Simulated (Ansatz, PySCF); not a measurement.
Potential energy curve for GaMg (anion, charge -1), lowest singlet found (which spin is the ground state isn't settled by this scan).

Methods: RKS-LDA (SVWN5)/6-31G* = restricted LDA (SVWN5)/6-31G*, spherical d (PySCF); RKS-PBE = restricted PBE/aug-cc-pVDZ (Ansatz, a first-principles code); UKS-B3LYP/6-31G* = PySCF 2.14.0 with unrestricted B3LYP/6-31G*, spherical d; RKS-B3LYP/LANL2DZ = restricted B3LYP/LANL2DZ, with its core potentials past Ne run with PySCF.

Energies are in kcal/mol, each relative to the lowest point of its own curve between 2.30 and 2.95 Å, where full CI is lowest.

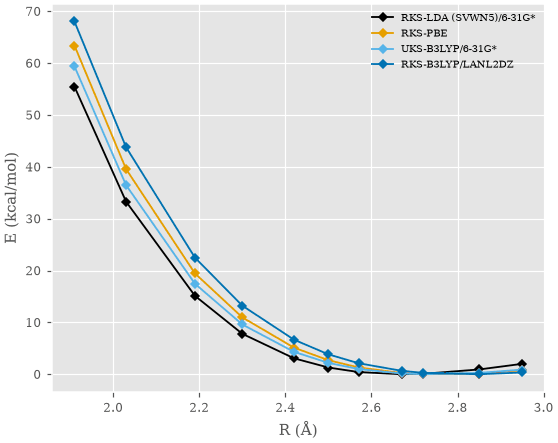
Energy against bond length for each method.

```tsv
R / Å	RKS-LDA (SVWN5)/6-31G*	RKS-PBE	UKS-B3LYP/6-31G*	RKS-B3LYP/LANL2DZ
1.91	55.5	63.4	59.4	68.0
2.03	33.3	39.6	36.5	43.8
2.19	15.1	19.4	17.4	22.5
2.30	7.8	11.0	9.6	13.2
2.42	3.1	5.1	4.3	6.7
2.50	1.3	2.7	2.2	3.8
2.57	0.4	1.3	1.0	2.1
2.67	0.0	0.2	0.1	0.7
2.72	0.1	0.0	0.0	0.3
2.85	0.9	0.1	0.3	0.0
2.95	2.0	0.8	0.9	0.3
```

At the longest distance, 2.95 Å, RKS-LDA (SVWN5)/6-31G* lies highest above its minimum (2.0 kcal/mol) and RKS-B3LYP/LANL2DZ lowest (0.3 kcal/mol).

The scan ran from 1.91 to 8.88 Å; beyond the distances shown full CI changes its symmetry label. The restricted form behind RKS-LDA (SVWN5)/6-31G*, RKS-PBE, RKS-B3LYP/LANL2DZ keeps the bonding electrons paired and can't separate into open-shell fragments. Where the anion isn't bound against loss of the electron, the finite basis alone holds it. The unrestricted determinant behind UKS-B3LYP/6-31G* is spin-contaminated at 1.91 to 2.95 Å (<S²> up to 1.0, against 0.00 for a pure singlet).
